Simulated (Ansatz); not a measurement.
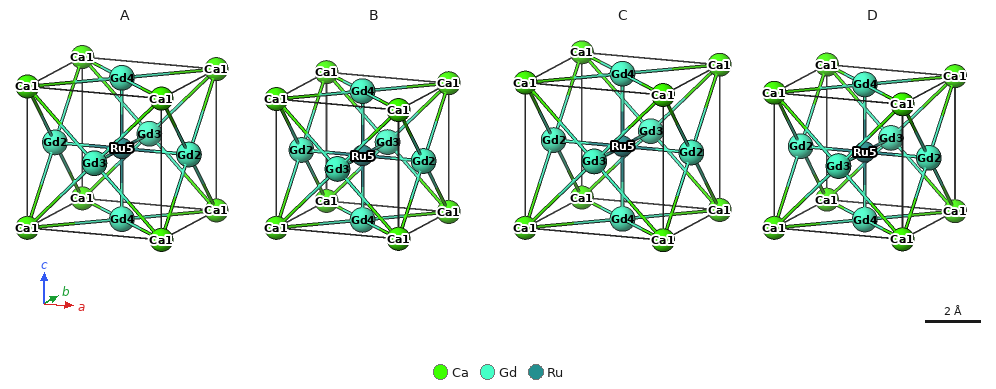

4 geometries from one relaxation of a crystal of CaGd₃Ru (a generated structure, set up in Pm-3m) (coarse preliminary run), in shuffled order. A ball-and-stick model of the cell of the calculation, seen slightly off an axis.

Theory: DFT PBE, scalar-relativistic, plane waves, PAW in Ansatz. Set-up: plane-wave cutoff 420 eV; k-point mesh 4 × 4 × 4; occupations gaussian; smearing width 0.1 eV; collinear spin; cell and atoms relaxed; force threshold 0.04 eV/Å; at most 70 steps.

**Order the frames from highest to lowest energy.**

B, D, A, C. They are steps 0, 1, 2, 7, at +719 meV per atom, +246 meV per atom, +43.7 meV per atom relative to the last. Over 5 accepted moves (7 points after the start) the energy falls by 719 meV per atom. All forces vanish by symmetry, so only the cell relaxes. The pressure goes from 30.35 to 0.01 GPa. At 2 points the geometry stayed and the basis and grid were re-selected for the new cell (energy shift of 22.0 meV per atom at most each time). The atoms keep their places relative to the cell (all moves are under 0.005 Å). The drawn cell changes as follows: a = b = c 4.865 → 5.485 Å (+12.8 %); the volume changes by +43.3 %. Near-neighbour distances that change, for instance: Gd2–Gd3 3.440 → 3.879 Å, Ca1–Gd2 3.440 → 3.879 Å, Gd2–Ru5 2.432 → 2.743 Å. The space group stays Pm-3m (No. 221). The run took 98 s on 1 thread of Arm Neoverse V2 (shared host), peak memory 0.54 GiB.
